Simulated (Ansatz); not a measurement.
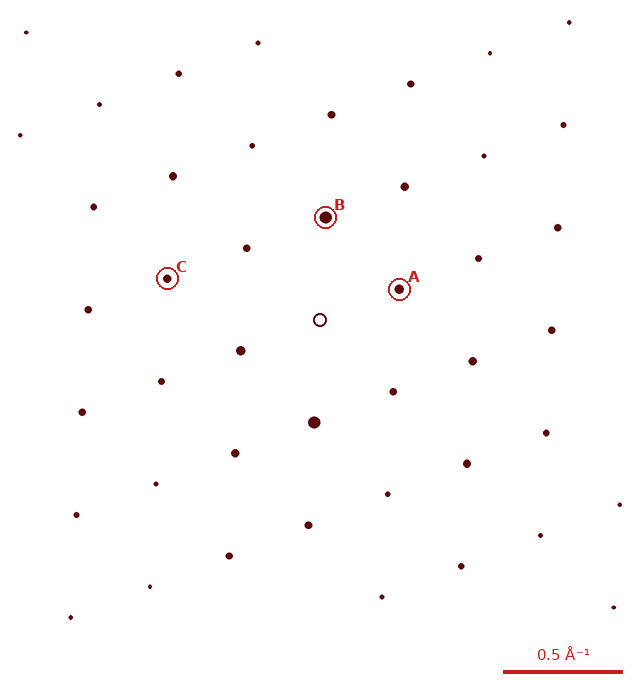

Computed electron diffraction pattern, 80 kV, single scattering only, B = 0.5 Å². The zone axis points towards the electron source and the pattern is seen from the source side.

RuF2, space group P-3m1 (No. 164), a = 3.22 Å, c = 4.10 Å (hexagonal axes). Structure: the geometry relaxed at fixed volume with DFT PBEsol, scalar-relativistic, plane waves, PAW in Ansatz 0.2.0; the starting structure was generated, so it need not be a known form of this composition.

```cif
data_structure
_symmetry_space_group_name_H-M 'P-3m1'
_symmetry_Int_Tables_number 164
_cell_length_a 3.2212
_cell_length_b 3.2212
_cell_length_c 4.1016
_cell_angle_alpha 90.000
_cell_angle_beta 90.000
_cell_angle_gamma 120.000
_cell_volume 36.86
loop_
_atom_site_label
_atom_site_type_symbol
_atom_site_symmetry_multiplicity
_atom_site_Wyckoff_symbol
_atom_site_fract_x
_atom_site_fract_y
_atom_site_fract_z
_atom_site_occupancy
Ru1 Ru 1 a 0.00000 0.00000 0.00000 1
F1 F 2 d 0.66667 0.33333 0.23173 1
```

Spot A is indexed 0 -1 0 and spot B 1 -1 -1.

Question: Index the other marked spot.

Answer: C = −2A + B = 1 1 -1 (d = 1.499 Å).

Question: Find the zone axis.

Answer: The cross product of A and B is parallel to [101]; every spot obeys hu + kv + lw = 0.
